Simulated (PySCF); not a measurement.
C2H5F3Si

```xyz
11

Si   -0.4724   -0.4067   -1.2771
C    -0.1887   -0.4408    0.5389
C     0.6670    0.7211    1.0439
H     0.2776   -1.4112    0.7815
H    -1.1767   -0.4504    1.0302
H     0.8101    0.6653    2.1330
H     1.6632    0.7177    0.5762
H     0.1997    1.6918    0.8189
F     0.9095   -0.4224   -2.0960
F    -1.2591    0.9151   -1.7389
F    -1.3321   -1.6648   -1.7800
```

Geometry: PBE0-D3(BJ)/def2-SVP.

The calculation used PBE0/pcSseg-1, SCF density, gas phase, non-relativistic in PySCF 2.14.0.

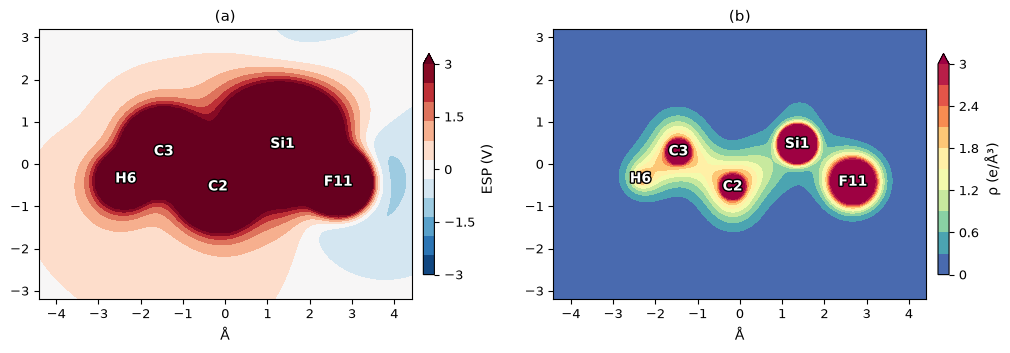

Figure 1. (a) molecular electrostatic potential; (b) electron density on the plane of atoms Si1, C2 and C3.

Q: What does the map show?

A:
- The plane passes through Si, C, H and F nuclei.
- C–C (1.53 Å): ρ is about 1.6 e/Å³ halfway.
- Si–F (1.60 Å): the density is about 1.1 e/Å³ at the midpoint.
- C–Si (1.84 Å): ρ is about 1.1 e/Å³ halfway.
- C–H (1.10 Å): the density is about 2 e/Å³ at the midpoint.
- Outside the dense part of the molecule the potential is most negative (−0.9 V) near F11.

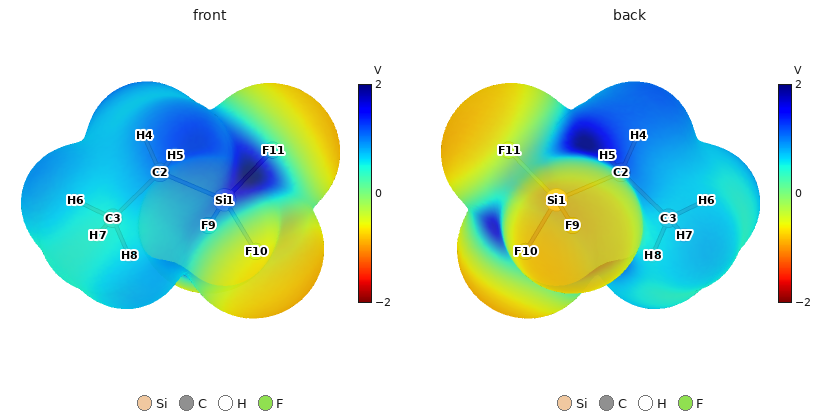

Figure 2. The molecular electrostatic potential painted on the density surface at 0.002 e/bohr³, seen from the front and from behind; red is negative and blue positive.

Q: Which sites attract a positive test charge, and which a negative one?

A: A positive charge is drawn to the negative regions and a negative charge to the positive ones. The most negative region (about −0.9 V) lies over F9, F10 and F11, the most positive (about +1.9 V) over Si1.
